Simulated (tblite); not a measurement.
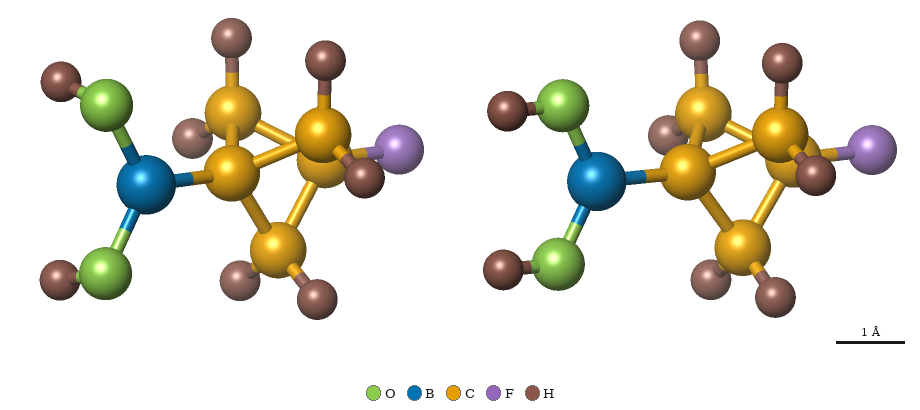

Two geometries of C5H8BFO2, drawn at one scale. One is the start of a relaxation, the other its converged end. Style: ball-and-stick. Shown at a tilt.

Method: GFN2-xTB geometry optimisation, gas phase (tblite 0.8.0). 

**Which of the two is the end point?**

The right one is the relaxed one. After 48 geometry steps the energy has fallen by 39.5 kcal/mol. The atom that moves furthest after the best rigid fit is an H atom (0.93 Å). By element the largest moves are H 0.93 Å, O 0.41 Å, B 0.28 Å, F 0.21 Å, C 0.19 Å. Near-neighbour distances that change, for instance: B–O 1.473 → 1.352 Å, C–H 1.121 → 1.086 Å, C–C 1.526 → 1.558 Å, H–O 0.987 → 0.958 Å. Among the angles between lasting bonds that change: B–O–H 105.0° → 118.1°, O–B–O 119.0° → 124.3°, C–C–C 68.7° → 73.5°. Groups turn about B–O by about 90°, B–O by about 90°.
